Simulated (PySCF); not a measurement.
Al(H2S)Cl3 (AlCl3H2S).

Level of theory: PBE0/def2-TZVP (PySCF), at a geometry from GFN2-xTB. No frequency check shows the geometry to be a minimum. GFN2-xTB bond lengths at metals and heavier atoms can be off by up to 0.1 Å and shapes distorted, which carries into these values. Without diffuse functions Rydberg states are missing, so the states' numbers hold for this basis only.

The calculation's input:

```python
import numpy as np
from pyscf import gto, scf, dft, tdscf
from pyscf.scf import atom_ks, atom_hf
from scipy.linalg import block_diag

def solve(mol, dm0=None, hcore=None):
    mf = (dft.UKS if mol.spin else dft.RKS)(mol, xc='pbe0')
    mf.grids.level = 3
    mf = mf.density_fit(auxbasis='def2-universal-jkfit')
    mf.conv_tol, mf.max_cycle = 1e-8, 80
    if hcore is not None:
        mf.get_hcore = lambda *args: hcore
    mf.kernel(dm0)
    if not mf.converged:
        mf = mf.newton().run(mf.mo_coeff, mf.mo_occ, max_cycle=30)
    assert mf.converged, 'SCF not converged'
    return mf

mol = gto.M(atom='''
Al    -0.46151    -0.01227    -0.11717
S      2.11885     0.08122     0.79046
H      2.47653    -0.89246    -0.03363
H      2.42273     1.03170    -0.10017
Cl    -0.95094    -1.77682     0.78795
Cl     0.07179    -0.07641    -2.09947
Cl    -1.05033     1.77799     0.66503
''', basis='def2-tzvp', charge=0, spin=0, verbose=4)
mf = solve(mol)
td = mf.TDA()
td.nstates, td.singlet, td.conv_tol = 4, True, 1e-5
td.kernel()
td.analyze()
x, y = np.array([p[0] for p in td.xy]), np.array([p[1] + 0 * p[0] for p in td.xy])
f, mu = td.oscillator_strength(), td.transition_dipole()
nto = [td.get_nto(state=i + 1, verbose=4) for i in range(len(td.e))]
# spherically averaged free atoms, for the promolecule
atm = atom_ks.get_atm_nrks(mol, xc='pbe0')
pro = block_diag(*[(atm[a[0]][2] * atm[a[0]][3]) @ atm[a[0]][2].T for a in mol._atom])
np.savez('result.npz', e=td.e, f=f, ok=td.converged, w=[n[0] for n in nto], nto=[n[1] for n in nto], x=x, y=y, c=mf.mo_coeff, occ=mf.mo_occ, eps=mf.mo_energy, pro=pro, mu=mu)
```

Launched as:

```sh
OMP_NUM_THREADS=1 python input.py
```

The run took 11 min on 1 thread of Arm Neoverse V2, with other jobs on the host, peak memory 0.97 GiB.

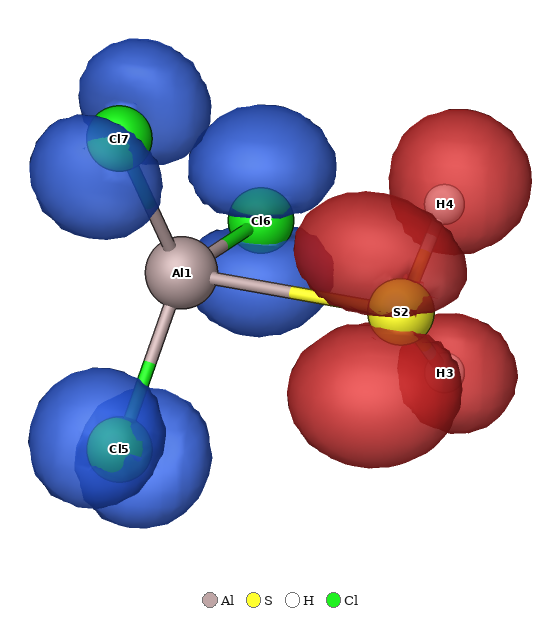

Unrelaxed difference density of S₂ less the ground state (TDA singlet states), ±0.03 e/Å³; red: gain, blue: loss.

How does the charge move on excitation?

Answer. 0.98 e is displaced in all, mostly between regions of the same atoms. The state: 7.39 eV (168 nm), f = 0.000 (very weak), charge transfer, whose energy this functional puts too low; the leading pair carries 100 %; hole on Cl6 (36 %) and Cl5 and Cl7 (30 % each), electron on S2 (57 %), H4 (21 %) and H3 (14 %); their centroids lie 2.8 Å apart.
